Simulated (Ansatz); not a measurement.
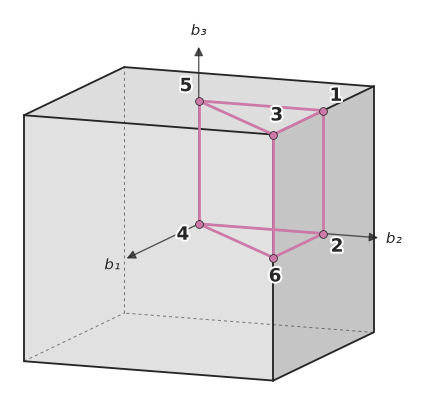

Crystal: LiH2RhC, the geometry relaxed with DFT PBE, scalar-relativistic, plane waves, PAW (Ansatz); the starting structure was generated, so it need not be a known form of this composition. The first Brillouin zone of a primitive tetragonal lattice (tP; extended symbol tP1) is drawn with its special points numbered. Symmetry computed with spglib at a tolerance of 0.002 Å; standard conventional cell.

a = 3.548 Å, b = 3.548 Å, c = 3.802 Å, α = 90.00°, β = 90.00°, γ = 90.00°.

Labels and path follow the convention of Hinuma et al. (2017), as computed by seekpath; the arrows show the directions of the reciprocal primitive vectors b₁, b₂, b₃, in which coordinates are given.

Question: Give the label and coordinates of each numbered point.

Answer:
| no. | label | coordinates |
| --- | --- | --- |
| 1 | R | (0, 1/2, 1/2) |
| 2 | X | (0, 1/2, 0) |
| 3 | A | (1/2, 1/2, 1/2) |
| 4 | Γ | (0, 0, 0) |
| 5 | Z | (0, 0, 1/2) |
| 6 | M | (1/2, 1/2, 0) |
